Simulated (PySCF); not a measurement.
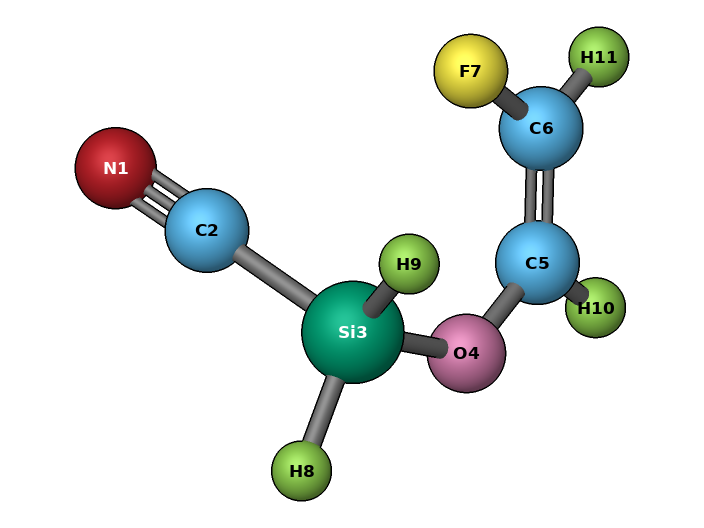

The questions are on isotropic NMR shieldings of the H atoms. The geometry was computed by an optimisation with PBE0-D3(BJ)/def2-SVP. No frequency run is at hand to confirm it as a minimum. Level of theory: GIAO PBE0/def2-TZVP NMR shielding, non-relativistic, gas phase (PySCF 2.14.0).

List the isotropic NMR shieldings of the H atoms.

```csv
atom,σ (ppm)
H8,26.33
H9,25.89
H10,25.57
H11,24.93
```
